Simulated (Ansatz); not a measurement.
**SiPH2 (quartet): from Hartree-Fock to the top rungs, cc-pVTZ**

Aim: climb from Hartree-Fock through coupled cluster for SiPH2 (quartet) at one geometry and basis, and see what each rung misses.

The runs use Ansatz 0.2.0, Gaussian basis; cc-pVTZ, core rule «outside noble gas», up to 10 orbitals frozen.

The runs, in order: UHF; CCSD(T) on ROHF; CCSD(T) on UHF; BCCD(T) on ROHF; CCSDT(Q) on ROHF; CCSDT(Q) on UHF.

9 further runs of the same task are left out: 4 for a known fault of the program, 5 set aside as unsound or not needed.

**1. The geometry**

The geometry is a PBE0/def2-TZVP stationary point (not a proven minimum) of the parent state, kept for this charge and spin.

4 atoms, charge 0, spin multiplicity 4.

Atoms are counted from 1 here; the program's logs count them from 0.

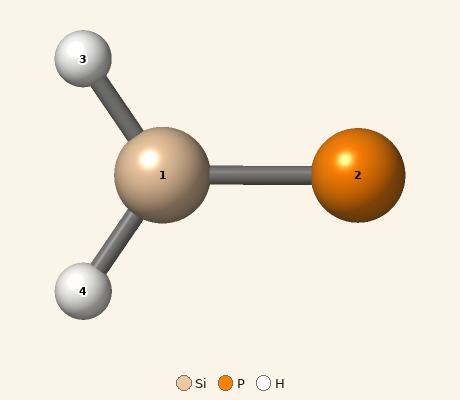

The geometry (silicon light orange, phosphorus orange, hydrogen white); atoms are numbered from 1 in the order of the file.

In the tables R marks a restricted open-shell determinant and U an unrestricted one; energies count from the table's Hartree-Fock row.

**2. UHF**

Input file in.yaml:

```yaml
crystal:
  periodic: [false, false, false]
  atoms:
    - {symbol: Si, position_ang: [0.000000, 0.000000, 1.016675]}
    - {symbol: P, position_ang: [0.000000, 0.000000, -1.042393]}
    - {symbol: H, position_ang: [0.000000, 1.227985, 1.851803]}
    - {symbol: H, position_ang: [0.000000, -1.227985, 1.851803]}
basis:
  gaussian: {orbitals: cc-pVTZ}
magnetization: {spin_polarized: true, initial_magnetization: 3}
hamiltonian: {xc: hf}
output: {orbitals: {seedname: orbitals}}
```

Run with:

```bash
$ ansatz run in.yaml --threads 1 --pin off --events-out ev --progress --plain --max-ram 2560MiB --backend cpu
```

What it wrote:

```text
Functional definition: HF
  name "HF"
  cite "Fock, Z. Phys. 61, 126 (1930) doi:10.1007/BF01340294"
  parent pbe
  exchange = exact_x
  correlation = 0
833 factors; their error is unknown
mean field evaluation 1: about -17162.1634 eV, gradient 8.5e0 eV
mean field evaluation 2: about -17163.0324 eV, gradient 3.3e0 eV
mean field evaluation 4: about -17163.2244 eV, gradient 5.4e-1 eV
mean field evaluation 8: about -17163.7789 eV, gradient 5.1e-1 eV
mean field -17163.77932854 eV, -630.7572562963 hartree, gradient 2.3e-5 eV, S^2 3.791629; 0 other end points of the search recorded, 0 dependent functions left out
reference -17163.77932854 eV, -630.7572562963 hartree; 17, 14 occupied and 79, 82 virtual orbitals, 833 factors
Total energy: -17163.77932854 eV, -630.7572562963 hartree
```

Run time: 1.1 s. Hardware: 1 thread of AMD EPYC 7R13, shared host.

From the report: ⟨S²⟩ of the determinant 3.792 (pure quartet: 3.75).

**3. CCSD(T) on ROHF**

in.yaml, as its differences from that of step 2:

```diff
@@ -9,4 +9,4 @@
   gaussian: {orbitals: cc-pVTZ}
-magnetization: {spin_polarized: true, initial_magnetization: 3}
-hamiltonian: {xc: hf}
-output: {orbitals: {seedname: orbitals}}
+magnetization: {spin_polarized: false, initial_magnetization: 3}
+correlation: {method: ccsd_t, electrons: outside_noble_gas}
+output: {forces: true}
```

Run with:

```bash
$ ansatz run in.yaml --threads 2 --pin off --events-out ev --progress --plain --max-ram 15360MiB --backend cuda --devices 0, --max-vram 18GiB
```

What it wrote, cut to the lines that bear on the results:

```text
Functional definition: HF
  name "HF"
  cite "Fock, Z. Phys. 61, 126 (1930) doi:10.1007/BF01340294"
  parent pbe
[...]
553 factors; integrals over basis functions are off by at most 1.1e-3 eV
[...]
mean field -17163.49840514 eV, -630.7469325517 hartree, gradient 4.0e-6 eV, S^2 3.750000; 5 other end points of the search recorded, 0 dependent functions left out
[...]
determinant -17163.49840514 eV, -630.7469325517 hartree, with singles and doubles -17170.53711147 eV, -631.0056002386 hartree
determinant -17161.33555580 eV, -630.6674493047 hartree, with singles and doubles -17168.60287060 eV, -630.9345181975 hartree
determinant -17161.01566724 eV, -630.6556936169 hartree, with singles and doubles -17168.12283534 eV, -630.9168772273 hartree
determinant -17160.20188772 eV, -630.6257877711 hartree, with singles and doubles -17167.52344820 eV, -630.8948501558 hartree
10 core orbitals not correlated: weight in the atoms' cores, before any rotation towards them, 1.000 or more for the frozen orbitals, at most 0.000 for the correlated occupied ones
reference -17163.49840514 eV, -630.7469325517 hartree; 7, 4 occupied and 79, 82 virtual orbitals, 553 factors
second order -5.77592403 eV of doubles, -0.14695881 eV of singles
cycle   1  -6.92320814 eV  change   -4.0e-1 eV  update   1.8e-2
[...]
cycle  11  -6.93378014 eV  change   -3.1e-7 eV  update   3.6e-7
perturbative correction -0.27801441 eV, -0.0102168412 hartree
[...]
Total energy: -17170.71019969 eV, -631.0119611132 hartree
Atom 0 at     0.000000     0.000000     1.016675 Å, force    -0.000000     0.000000     4.956552 eV/Å
Atom 1 at     0.000000     0.000000    -1.042393 Å, force     0.000000    -0.000000    -4.496848 eV/Å
Atom 2 at     0.000000     1.227985     1.851803 Å, force    -0.000000    -0.001477    -0.229852 eV/Å
Atom 3 at     0.000000    -1.227985     1.851803 Å, force    -0.000000     0.001477    -0.229852 eV/Å
Dipole moment:    -0.000000     0.000000    -0.022370 e Å
```

It took 4 s on 1 × H100 (card shared with other runs) with 2 threads of AMD EPYC 7R13, shared host; peak host memory 0.92 GiB.

From the report: correlation -7.2118 eV; T1 0.021; largest double amplitude 0.04.

**4. CCSD(T) on UHF**

in.yaml, as its differences from that of step 3:

```diff
@@ -9,3 +9,3 @@
   gaussian: {orbitals: cc-pVTZ}
-magnetization: {spin_polarized: false, initial_magnetization: 3}
+magnetization: {spin_polarized: true, initial_magnetization: 3}
 correlation: {method: ccsd_t, electrons: outside_noble_gas}
```

Launched as before.

What it wrote, cut to the lines that bear on the results:

```text
Functional definition: HF
  name "HF"
  cite "Fock, Z. Phys. 61, 126 (1930) doi:10.1007/BF01340294"
  parent pbe
[...]
553 factors; integrals over basis functions are off by at most 1.1e-3 eV
[...]
mean field -17163.77982617 eV, -630.7572745838 hartree, gradient 3.8e-6 eV, S^2 3.791629; 2 other end points of the search recorded, 0 dependent functions left out
determinant -17163.77982617 eV, -630.7572745838 hartree, with singles and doubles -17170.53130575 eV, -631.0053868823 hartree
determinant -17161.61623699 eV, -630.6777641480 hartree, with singles and doubles -17168.59925280 eV, -630.9343852458 hartree
determinant -17161.28891572 eV, -630.6657353133 hartree, with singles and doubles -17168.11827954 eV, -630.9167098047 hartree
10 core orbitals not correlated: weight in the atoms' cores, before any rotation towards them, 1.000 or more for the frozen orbitals, at most 0.000 for the correlated occupied ones
reference -17163.77982617 eV, -630.7572745838 hartree; 7, 4 occupied and 79, 82 virtual orbitals, 553 factors
second order -5.56505484 eV of doubles, -0.00000000 eV of singles
cycle   1  -6.64762286 eV  change   -4.1e-1 eV  update   2.0e-2
[...]
cycle  11  -6.66246274 eV  change   -1.6e-7 eV  update   6.0e-7
perturbative correction -0.26778031 eV, -0.0098407450 hartree
[...]
Total energy: -17170.71006922 eV, -631.0119563185 hartree
Atom 0 at     0.000000     0.000000     1.016675 Å, force    -0.000000     0.000000     4.957919 eV/Å
Atom 1 at     0.000000     0.000000    -1.042393 Å, force     0.000000    -0.000000    -4.496270 eV/Å
Atom 2 at     0.000000     1.227985     1.851803 Å, force    -0.000000    -0.002104    -0.230825 eV/Å
Atom 3 at     0.000000    -1.227985     1.851803 Å, force     0.000000     0.002104    -0.230825 eV/Å
Dipole moment:    -0.000000    -0.000000    -0.022190 e Å
```

Run time: 5.5 s. Hardware: 1 × H100 (card shared with other runs) with 2 threads of AMD EPYC 7R13, shared host; peak host memory 0.92 GiB.

From the report: ⟨S²⟩ of the determinant 3.792 (pure quartet: 3.75); correlation -6.9302 eV; T1 0.019; largest double amplitude 0.03.

**5. BCCD(T) on ROHF**

in.yaml, as its differences from that of step 4:

```diff
@@ -9,4 +9,3 @@
   gaussian: {orbitals: cc-pVTZ}
-magnetization: {spin_polarized: true, initial_magnetization: 3}
-correlation: {method: ccsd_t, electrons: outside_noble_gas}
-output: {forces: true}
+magnetization: {spin_polarized: false, initial_magnetization: 3}
+correlation: {method: bccd_t, electrons: outside_noble_gas}
```

The command is unchanged.

What it wrote, cut to the lines that bear on the results:

```text
Functional definition: HF
  name "HF"
  cite "Fock, Z. Phys. 61, 126 (1930) doi:10.1007/BF01340294"
  parent pbe
[...]
553 factors; integrals over basis functions are off by at most 1.1e-3 eV
[...]
mean field -17163.49840514 eV, -630.7469325517 hartree, gradient 4.0e-6 eV, S^2 3.750000; 5 other end points of the search recorded, 0 dependent functions left out
[...]
determinant -17163.49840514 eV, -630.7469325517 hartree, with singles and doubles -17170.53711147 eV, -631.0056002386 hartree
determinant -17161.33555580 eV, -630.6674493047 hartree, with singles and doubles -17168.60287060 eV, -630.9345181975 hartree
determinant -17161.01566724 eV, -630.6556936169 hartree, with singles and doubles -17168.12283534 eV, -630.9168772273 hartree
determinant -17160.20188772 eV, -630.6257877711 hartree, with singles and doubles -17167.52344820 eV, -630.8948501558 hartree
10 core orbitals not correlated: weight in the atoms' cores, before any rotation towards them, 1.000 or more for the frozen orbitals, at most 0.000 for the correlated occupied ones
reference -17163.49840514 eV, -630.7469325517 hartree; 7, 4 occupied and 79, 82 virtual orbitals, 553 factors
second order -5.77592403 eV of doubles, -0.14695881 eV of singles
cycle   1  -6.92794906 eV  change   -4.0e-1 eV  update   1.8e-2
[...]
cycle   9  -6.93361325 eV  change    1.1e-6 eV  update   4.8e-6
perturbative correction -0.27804931 eV, -0.0102181237 hartree
Total energy: -17170.71006770 eV, -631.0119562627 hartree
```

Wall time 3.8 s (1 × H100 (card shared with other runs) with 2 threads of AMD EPYC 7R13, shared host); peak host memory 0.82 GiB.

From the report: correlation -7.2117 eV; largest double amplitude 0.03.

**6. CCSDT(Q) on ROHF**

in.yaml, as its differences from that of step 5:

```diff
@@ -10,2 +10,2 @@
 magnetization: {spin_polarized: false, initial_magnetization: 3}
-correlation: {method: bccd_t, electrons: outside_noble_gas}
+correlation: {method: ccsdt_q, electrons: outside_noble_gas}
```

Launched as before.

What it wrote, cut to the lines that bear on the results:

```text
Functional definition: HF
  name "HF"
  cite "Fock, Z. Phys. 61, 126 (1930) doi:10.1007/BF01340294"
  parent pbe
[...]
1154 factors; integrals over basis functions are off by at most 2.5e-7 eV
[...]
mean field -17163.49842839 eV, -630.7469334063 hartree, gradient 4.5e-6 eV, S^2 3.750000; 5 other end points of the search recorded, 0 dependent functions left out
determinant -17163.49842839 eV, -630.7469334063 hartree, with singles and doubles -17170.53714059 eV, -631.0056013085 hartree
determinant -17161.33558044 eV, -630.6674502102 hartree, with singles and doubles -17168.60289997 eV, -630.9345192768 hartree
determinant -17161.01568924 eV, -630.6556944253 hartree, with singles and doubles -17168.12286585 eV, -630.9168783485 hartree
determinant -17160.20191062 eV, -630.6257886128 hartree, with singles and doubles -17167.52347395 eV, -630.8948511023 hartree
10 core orbitals not correlated: weight in the atoms' cores, before any rotation towards them, 1.000 or more for the frozen orbitals, at most 0.000 for the correlated occupied ones
reference -17163.49842839 eV, -630.7469334063 hartree; 7, 4 occupied and 79, 82 virtual orbitals, 1154 factors
second order -5.77593660 eV of doubles, -0.14695828 eV of singles
cycle   1  -6.66737797 eV  change   -7.4e-1 eV  update   8.1e-2
[...]
cycle  17  -7.25495927 eV  change   -5.8e-7 eV  update   5.7e-7
perturbative correction -0.01268066 eV, -0.0004660055 hartree
Total energy: -17170.76606832 eV, -631.0140142475 hartree
```

Run time: 23 s. Hardware: 1 × H100 (card shared with other runs) with 2 threads of AMD EPYC 7R13, shared host; peak host memory 1.2 GiB.

From the report: correlation -7.2676 eV; T1 0.021; largest double amplitude 0.04.

**7. CCSDT(Q) on UHF**

in.yaml, as its differences from that of step 6:

```diff
@@ -9,3 +9,3 @@
   gaussian: {orbitals: cc-pVTZ}
-magnetization: {spin_polarized: false, initial_magnetization: 3}
+magnetization: {spin_polarized: true, initial_magnetization: 3}
 correlation: {method: ccsdt_q, electrons: outside_noble_gas}
```

The command is unchanged.

What it wrote, cut to the lines that bear on the results:

```text
Functional definition: HF
  name "HF"
  cite "Fock, Z. Phys. 61, 126 (1930) doi:10.1007/BF01340294"
  parent pbe
[...]
1154 factors; integrals over basis functions are off by at most 2.5e-7 eV
[...]
mean field -17163.77984875 eV, -630.7572754138 hartree, gradient 4.2e-6 eV, S^2 3.791629; 2 other end points of the search recorded, 0 dependent functions left out
determinant -17163.77984875 eV, -630.7572754138 hartree, with singles and doubles -17170.53133488 eV, -631.0053879525 hartree
determinant -17161.61626034 eV, -630.6777650061 hartree, with singles and doubles -17168.59928238 eV, -630.9343863329 hartree
determinant -17161.28893631 eV, -630.6657360700 hartree, with singles and doubles -17168.11831011 eV, -630.9167109281 hartree
10 core orbitals not correlated: weight in the atoms' cores, before any rotation towards them, 1.000 or more for the frozen orbitals, at most 0.000 for the correlated occupied ones
reference -17163.77984875 eV, -630.7572754138 hartree; 7, 4 occupied and 79, 82 virtual orbitals, 1154 factors
second order -5.56506728 eV of doubles, -0.00000000 eV of singles
cycle   1  -6.34040564 eV  change   -7.8e-1 eV  update   8.5e-2
[...]
cycle  17  -6.97603547 eV  change   -5.3e-7 eV  update   8.4e-7
perturbative correction -0.01244786 eV, -0.0004574504 hartree
Total energy: -17170.76833208 eV, -631.0140974390 hartree
```

Wall time 24 s (1 × H100 (card shared with other runs) with 2 threads of AMD EPYC 7R13, shared host); peak host memory 1.1 GiB.

From the report: ⟨S²⟩ of the determinant 3.792 (pure quartet: 3.75); correlation -6.9885 eV; T1 0.020; largest double amplitude 0.04.

**8. The ladder**

The yardstick is UCCSDT(Q), where the cluster series has nearly closed. Rows without a time come out of other runs: HF, MP2 and CCSD of CCSD(T), CCSDT of CCSDT(Q). The times of RCCSD(T), UCCSD(T) include forces.

Differences are taken before rounding.

```tsv
method	energy from the lowest RHF (meV)	from UCCSDT(Q) (meV)	time
RHF	0.0	+7269.9	
UHF	-281.4	+6988.5	
RMP2	-5922.9	+1347.0	
UMP2	-5846.5	+1423.5	
RCCSD	-6933.8	+336.1	
UCCSD	-6943.9	+326.0	
RCCSD(T)	-7211.8	+58.1	4 s
UCCSD(T)	-7211.7	+58.3	5.5 s
BCCD(T)	-7211.7	+58.3	3.8 s
RCCSDT	-7255.0	+14.9	
UCCSDT	-7257.5	+12.4	
RCCSDT(Q)	-7267.7	+2.3	23 s
UCCSDT(Q)	-7269.9	0	24 s
```

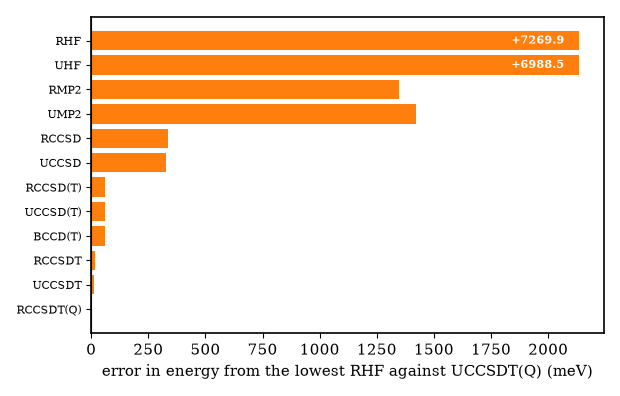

Deviations from UCCSDT(Q), method by method. Bars with a number in them are cut short.

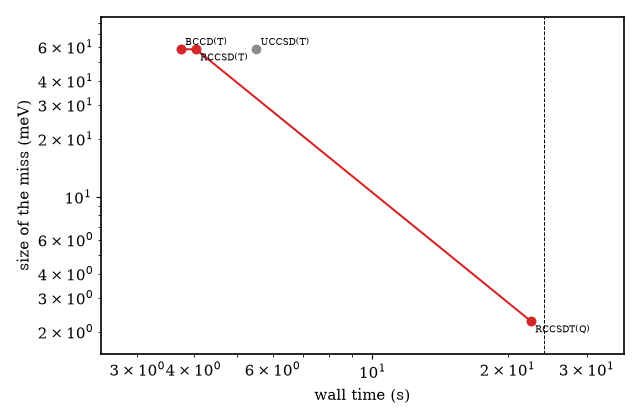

Miss against cost. Red marks the levels that no quicker level drawn beats (of those quicker than the yardstick), and the dashed line is the time of UCCSDT(Q). Times are from a shared host.

**9. Results**

| quantity | value |
| --- | --- |
| UCCSDT(Q) below the RHF energy | -7.2699 eV |
| RMP2 from UCCSDT(Q) | +1347.0 meV |
| UMP2 from UCCSDT(Q) | +1423.5 meV |
| RCCSD from UCCSDT(Q) | +336.1 meV |
| RCCSD(T) from UCCSDT(Q) | +58.1 meV |
| UCCSD(T) from UCCSDT(Q) | +58.3 meV |
| RCCSDT(Q) from UCCSDT(Q) | +2.3 meV |
| levels within 1 kcal/mol (43 meV) | RCCSDT, UCCSDT, RCCSDT(Q) |
| T1 diagnostic | 0.021 |

In words: RCCSD(T) lands +58.1 meV from the yardstick (0.8 % of the correlation energy). These misses are within one basis, not against nature; the frozen cores of restricted and unrestricted runs differ, which can shift their rows.

For cost: RCCSDT(Q) gets within 2.3 meV in 23 s, where UCCSDT(Q) took 24 s; the quickest level in the cost chart, BCCD(T), takes 3.8 s and misses by 58.3 meV.
